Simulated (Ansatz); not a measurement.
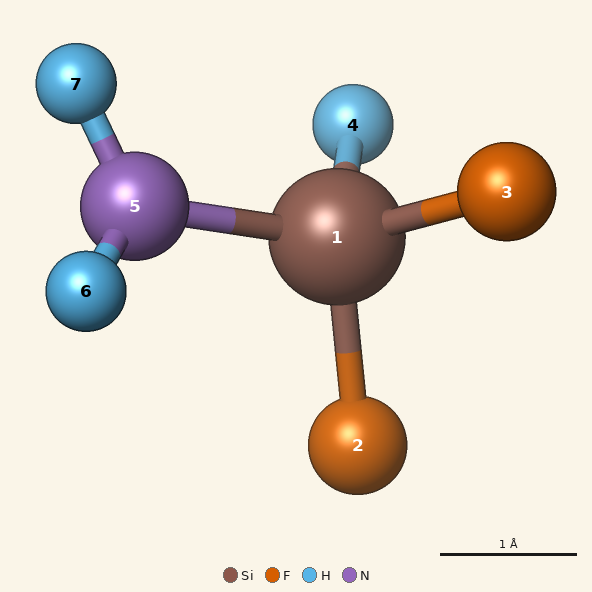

The atoms are numbered. Computed geometry: PBE0-D4/def2-TZVP optimisation.

Which atoms are bonded, and how long are the bonds?

```csv
bond,length (Å)
Si1–F2,1.586
Si1–F3,1.591
Si1–H4,1.470
Si1–N5,1.684
N5–H6,1.007
N5–H7,1.006
```
